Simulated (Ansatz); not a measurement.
# Ga12Sb12 zinc blende off sphere (Ga12Sb12H32): one state, many levels, part 2 of 2

Aim: run the singlet of Ga12Sb12 zinc blende off sphere (Ga12Sb12H32) at one geometry on many levels, and compare frontier levels, spin and run time.

Ansatz 0.2.0, Gaussian basis; as each input shows. The steps go on from the part before.

## 7. MP2/def2-SVP

Contents of in.yaml:

```yaml
crystal:
  periodic: [false, false, false]
  atoms:
    - {symbol: Ga, position_ang: [-4.962530, 1.695905, -0.385232]}
    - {symbol: Ga, position_ang: [-2.471670, -4.181856, 2.890479]}
    - {symbol: Ga, position_ang: [1.069927, -4.642729, -0.599932]}
    - {symbol: Ga, position_ang: [-1.936147, 1.938440, -3.851063]}
    - {symbol: Ga, position_ang: [1.468856, -1.463581, -3.898910]}
    - {symbol: Ga, position_ang: [-1.707971, -1.236501, -0.951355]}
    - {symbol: Ga, position_ang: [-1.571838, 1.563770, 2.579820]}
    - {symbol: Ga, position_ang: [1.430804, -1.430191, 1.904138]}
    - {symbol: Ga, position_ang: [1.237501, 1.711479, -0.949058]}
    - {symbol: Ga, position_ang: [-1.701128, 4.959663, -0.379551]}
    - {symbol: Ga, position_ang: [4.643430, -1.069379, -0.596372]}
    - {symbol: Ga, position_ang: [4.182315, 2.474495, 2.892880]}
    - {symbol: Sb, position_ang: [-3.203672, -2.699751, 0.738073]}
    - {symbol: Sb, position_ang: [-3.351770, 0.419270, -2.192206]}
    - {symbol: Sb, position_ang: [-3.057303, 3.051171, 0.937319]}
    - {symbol: Sb, position_ang: [-0.105026, -2.872274, -2.276076]}
    - {symbol: Sb, position_ang: [-0.169031, -2.870819, 3.510240]}
    - {symbol: Sb, position_ang: [2.935831, -2.936147, 0.371055]}
    - {symbol: Sb, position_ang: [-0.235543, 0.242686, -5.088401]}
    - {symbol: Sb, position_ang: [-0.420682, 3.353940, -2.188532]}
    - {symbol: Sb, position_ang: [2.874935, 0.108923, -2.272427]}
    - {symbol: Sb, position_ang: [-0.212009, 0.213104, 0.667541]}
    - {symbol: Sb, position_ang: [2.876488, 0.167686, 3.507988]}
    - {symbol: Sb, position_ang: [2.700715, 3.207143, 0.740185]}
    - {symbol: H, position_ang: [-5.863143, 2.663336, -1.249675]}
    - {symbol: H, position_ang: [-5.522508, 0.520899, 0.518049]}
    - {symbol: H, position_ang: [-3.496266, -3.890201, 4.051642]}
    - {symbol: H, position_ang: [-2.017921, -5.579359, 2.326298]}
    - {symbol: H, position_ang: [1.726760, -5.808971, -1.428852]}
    - {symbol: H, position_ang: [0.050606, -4.833958, 0.601785]}
    - {symbol: H, position_ang: [-2.743264, 2.746011, -4.942095]}
    - {symbol: H, position_ang: [2.306162, -2.299340, -4.944041]}
    - {symbol: H, position_ang: [-2.402486, 0.425663, 3.312134]}
    - {symbol: H, position_ang: [-0.439181, 2.394802, 3.319931]}
    - {symbol: H, position_ang: [-2.667867, 5.861571, -1.243415]}
    - {symbol: H, position_ang: [-0.527754, 5.518342, 0.526645]}
    - {symbol: H, position_ang: [5.810381, -1.725019, -1.425701]}
    - {symbol: H, position_ang: [4.834497, -0.052050, 0.607365]}
    - {symbol: H, position_ang: [5.581524, 2.025642, 2.328869]}
    - {symbol: H, position_ang: [3.886858, 3.496358, 4.055484]}
    - {symbol: H, position_ang: [-4.203762, -3.700531, -0.237763]}
    - {symbol: H, position_ang: [-4.436658, -1.604643, 1.206369]}
    - {symbol: H, position_ang: [-4.247794, -0.622966, -3.231652]}
    - {symbol: H, position_ang: [-4.022006, 4.013357, 1.992219]}
    - {symbol: H, position_ang: [-1.133998, -3.733602, -3.355379]}
    - {symbol: H, position_ang: [0.856701, -3.972671, 4.341007]}
    - {symbol: H, position_ang: [-0.463756, -1.847023, 4.857034]}
    - {symbol: H, position_ang: [3.807993, -3.809036, 1.574547]}
    - {symbol: H, position_ang: [-1.126395, -0.666707, -6.245308]}
    - {symbol: H, position_ang: [0.677067, 1.138263, -6.239092]}
    - {symbol: H, position_ang: [0.620142, 4.253818, -3.226069]}
    - {symbol: H, position_ang: [3.738116, 1.138274, -3.349925]}
    - {symbol: H, position_ang: [1.859312, 0.456027, 4.861206]}
    - {symbol: H, position_ang: [3.983757, -0.859516, 4.329449]}
    - {symbol: H, position_ang: [1.606240, 4.440827, 1.208176]}
    - {symbol: H, position_ang: [3.701760, 4.206455, -0.236043]}
basis:
  gaussian: {orbitals: def2-SVP, initial_orbitals: start.molden}
correlation: {method: mp2}
scf: {omitted_lower_state_checks: [starts]}
output: {orbitals: {seedname: orbitals}}
```

Started as:

```sh
ansatz run in.yaml --threads 11 --pin off --events-out ev --progress --plain --max-ram 174080MiB --backend cuda --devices 0, --max-vram 75GiB
```

The program printed:

```text
Functional definition: HF
  name "HF"
  cite "Fock, Z. Phys. 61, 126 (1930) doi:10.1007/BF01340294"
  parent pbe
  exchange = exact_x
  correlation = 0
these checks for a lower state are left out or cut short: starts
9518 factors; integrals over basis functions are off by at most 1.1e-3 eV
mean field evaluation 1: about -706565.1072 eV, gradient 5.1e1 eV
mean field evaluation 2: about -706571.9440 eV, gradient 5.3e0 eV
mean field evaluation 4: about -706572.5673 eV, gradient 8.2e-1 eV
mean field evaluation 8: about -706572.5697 eV, gradient 1.9e-5 eV
mean field -706572.56973294 eV, -25966.0630055961 hartree, gradient 1.4e-6 eV, S^2 0.000000; 0 other end points of the search recorded, 0 dependent functions left out
156 core orbitals not correlated: weight in the atoms' cores, before any rotation towards them, 1.000 or more for the frozen orbitals, at most 0.000 for the correlated occupied ones
reference -706572.56973294 eV, -25966.0630055961 hartree; 184, 184 occupied and 516, 516 virtual orbitals, 9518 factors
second order -114.62452241 eV of doubles, -0.00000000 eV of singles
Total energy: -706687.19425534 eV, -25970.2753790993 hartree
Checks for a lower state left out: starts
```

It took 21 s on 1 × H100 with 11 threads of AMD EPYC 7R13, shared host; peak host memory 2.7 GiB.

Report: Hartree-Fock HOMO -8.44 eV, LUMO 0.84 eV.

## 8. Comparison

```
             level  functions  HOMO (eV)  LUMO (eV)  gap (eV)  time
   PBE-D4/def2-SVP        856      -5.69      -2.69      3.00  11 s
  PBE-D4/def2-TZVP       1368      -5.74      -2.78      2.97  11 s
r2SCAN-D4/def2-SVP        856      -5.93      -2.58      3.35  11 s
  PBE0-D4/def2-SVP        856      -6.56      -2.06      4.50  13 s
 PBE0-D4/def2-TZVP       1368      -6.58      -2.12      4.45  21 s
 HSE06-D4/def2-SVP        856      -6.21      -2.40      3.81  32 s
```

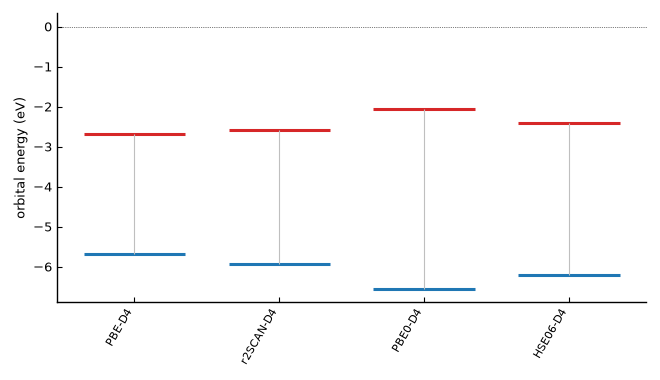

Highest filled (blue) and lowest empty (red) level in def2-SVP.

Energy pieces by basis (eV):

```
   basis            HF  MP2 correlation               total
def2-SVP  -706572.5697        -114.6245  -706687.1943 (MP2)
```

## 9. Binding energy

Free atoms were run apart at each level; binding is atoms less cluster, divided by the number of atoms, without zero-point or spin-orbit terms.

```
             level  binding an atom (eV)
       HF/def2-SVP                 1.514
   PBE-D4/def2-SVP                 2.404
  PBE-D4/def2-TZVP                 2.410
r2SCAN-D4/def2-SVP                 2.387
  PBE0-D4/def2-SVP                 2.392
 PBE0-D4/def2-TZVP                 2.399
 HSE06-D4/def2-SVP                 2.390
      MP2/def2-SVP                 2.170
```

## 10. What came out

This closing draws on all 2 parts.

```
                                                quantity                                 value
gap in def2-SVP, named functionals, smallest and largest   3.00 eV (PBE-D4), 4.50 eV (PBE0-D4)
                        correlation energy, MP2/def2-SVP                            -114.62 eV
                binding an atom, functionals in def2-SVP  2.39 (r2SCAN-D4) to 2.40 eV (PBE-D4)
         PBE0 total energy, smallest basis above largest        83.10 eV (def2-SVP, def2-TZVP)
```

What this shows: Over the named functionals in def2-SVP the gap runs from 3.00 eV (PBE-D4) to 4.50 eV (PBE0-D4); exact exchange widens it.

The slowest run with a step of its own, HSE06-D4/def2-SVP, took 32 s; the quickest functional in def2-SVP took 11 s (shared host).
